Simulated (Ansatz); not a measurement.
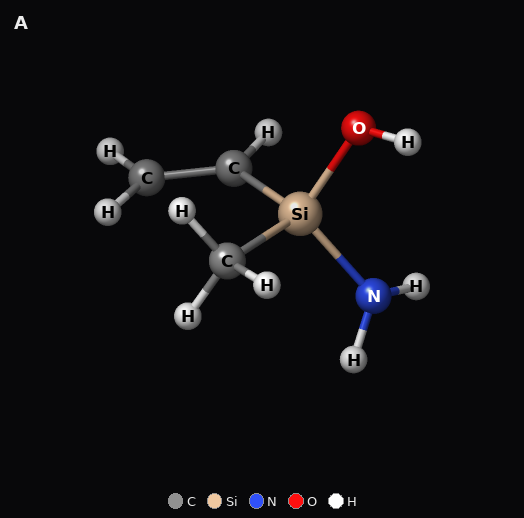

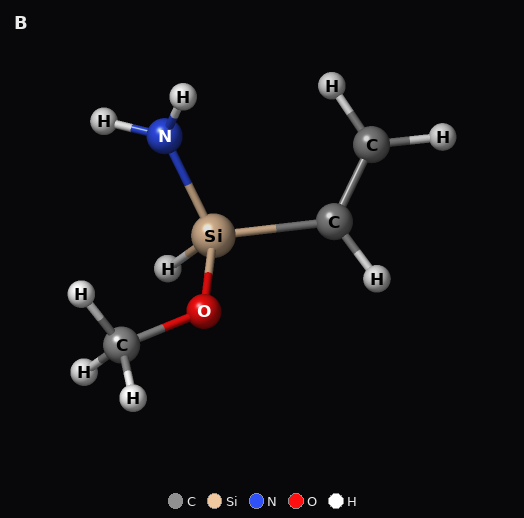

2 stationary structures of one formula. Geometries: PBE0-D4/def2-TZVP. Electronic energies: CCSD(T)/CBS (MP2 limit from def2-TZVPP and def2-QZVPP plus CCSD(T) − MP2) (Ansatz 0.2.0), without zero-point energy. No frequency run is at hand to confirm each as a minimum. Each is one conformer, not always the lowest.

**Which structure is the most stable?**

A is lowest; B lies 101.2 kJ/mol above it. A is `C=C[Si@@](C)(N)O`, B is `C=C[Si@H](N)OC`.
